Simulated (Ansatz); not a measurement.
# H6SSiSn: rigid scan of one bond length from a Python script

How does the energy of H6SSiSn change as one bond is stretched? Aim: a rigid scan of one bond length, for H6SSiSn, run from a script. SMILES: [SiH3][SnH2][SH].

Program: the Python package of Ansatz 0.2.0. Level of theory: CAM-B3LYP/def2-SVP. These are calculated values, not measurements.

## (1) The structure

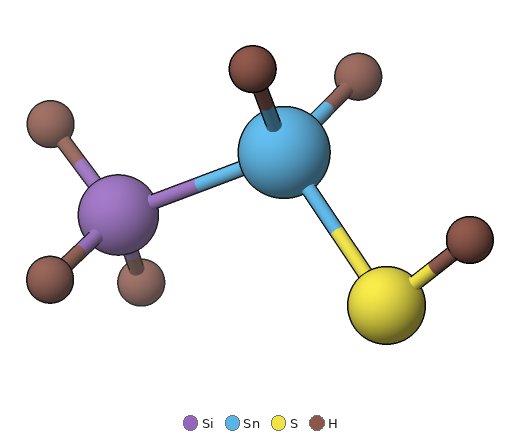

The starting structure, viewed from a chosen angle; silicon purple, tin blue, sulfur yellow, hydrogen brown.

No structure file is read: the coordinates are typed or built in the script.

## (2) Script

The input, scan_h6ssisn.py:

```python
"""Stretching a bond of H6SSiSn, the rest held rigid."""

import ansatz as az
import matplotlib.pyplot as plt
import numpy as np

geometry = (
    az.Crystal.molecule()
    .atom("Si", [-1.0017, 0.9426, -0.9191])
    .atom("Sn", [0.6917, -0.5116, 0.0851])
    .atom("S", [0.1381, -0.8811, 2.3997])
    .atom("H", [-2.2943, 0.3564, -0.8226])
    .atom("H", [-0.7312, 1.2097, -2.366])
    .atom("H", [-1.068, 2.2884, -0.2177])
    .atom("H", [2.2924, 0.2567, -0.0392])
    .atom("H", [0.755, -2.0236, -0.7676])
    .atom("H", [1.3063, -1.6839, 2.6305])
)

symbols = [site.symbol for site in geometry.cartesian_sites]
start = np.array([site.position_ang for site in geometry.cartesian_sites])
axis = (start[4] - start[0]) / np.linalg.norm(start[4] - start[0])
moving = [4]
lengths, energies = [1.316, 1.376, 1.436, 1.496, 1.556, 1.616, 1.676, 1.765], []
for length in lengths:
    xyz = start.copy()
    xyz[moving] += (length - np.linalg.norm(start[4] - start[0])) * axis
    point = az.Crystal.molecule()
    for symbol, place in zip(symbols, xyz):
        point = point.atom(symbol, place.tolist())
    calc = point.calculation().basis(gaussian="def2-SVP").functional("cam_b3lyp")
    report = calc.run(threads=1).report
    energies.append(report["free_energy_ev"])
    print(f"r = {length:6.3f} A  E = {energies[-1]:.5f} eV  <S^2> = {abs(report['mean_field']['state']['spin_squared']):.3f}")

# quartic fit about the minimum
fit = np.polynomial.Polynomial.fit(lengths, np.array(energies) - min(energies), 4).convert()
roots = [r.real for r in fit.deriv().roots() if abs(r.imag) < 1e-9 and fit.deriv(2)(r.real) > 0]
r_e = min(roots, key=lambda r: abs(r - lengths[int(np.argmin(energies))]))
print(f"minimum of the fit at {r_e:.4f} A, force constant {fit.deriv(2)(r_e):.2f} eV/A^2")
plt.figure(figsize=(4.5, 3))
plt.plot(lengths, np.array(energies) - min(energies), "o-")
plt.xlabel("bond length (A)")
plt.ylabel("E - E(min) (eV)")
plt.tight_layout()
plt.savefig("scan.png", dpi=100)
```

## (3) What the engine is handed

The engine receives this input (first run):

```yaml
crystal:
  periodic: [false, false, false]
  atoms:
    - { symbol: Si, position_ang: [-1.0017, 0.9426, -0.9191] }
    - { symbol: Sn, position_ang: [0.6917, -0.5116, 0.0851] }
    - { symbol: S, position_ang: [0.1381, -0.8811, 2.3997] }
    - { symbol: H, position_ang: [-2.2943, 0.3564, -0.8226] }
    - { symbol: H, position_ang: [-0.7637476563790416, 1.1775614454016932, -2.1919031274867455] }
    - { symbol: H, position_ang: [-1.068, 2.2884, -0.2177] }
    - { symbol: H, position_ang: [2.2924, 0.2567, -0.0392] }
    - { symbol: H, position_ang: [0.755, -2.0236, -0.7676] }
    - { symbol: H, position_ang: [1.3063, -1.6839, 2.6305] }
basis:
  gaussian:
    orbitals: def2-SVP
hamiltonian:
  xc: cam_b3lyp
```

## (4) Launch

Started as:

```console
$ python scan_h6ssisn.py
```

Without the output at hand: what should come out? Wanted: range of energy; lowest point, distance.

**Answer**, as computed:

```
                        quantity     value
bond length at the fit's minimum  1.4900 Å
                   runs compared         8
                 range of energy  0.471 eV
      lowest point, distance (Å)      1.50
```

What this shows: The curve has its lowest point inside the range, at 1.50. The ends stand 0.356 and 0.471 eV above it. The distance scanned is the script's pair 0, 4. Caveats:
- The rest of the molecule is held rigid at a force-field or estimated start geometry, and the basis set is modest; single-reference methods fail as a bond breaks.
- def2 sets replace the cores of elements past krypton by effective core potentials.
- The orbitals are restricted, so S² is zero by construction.
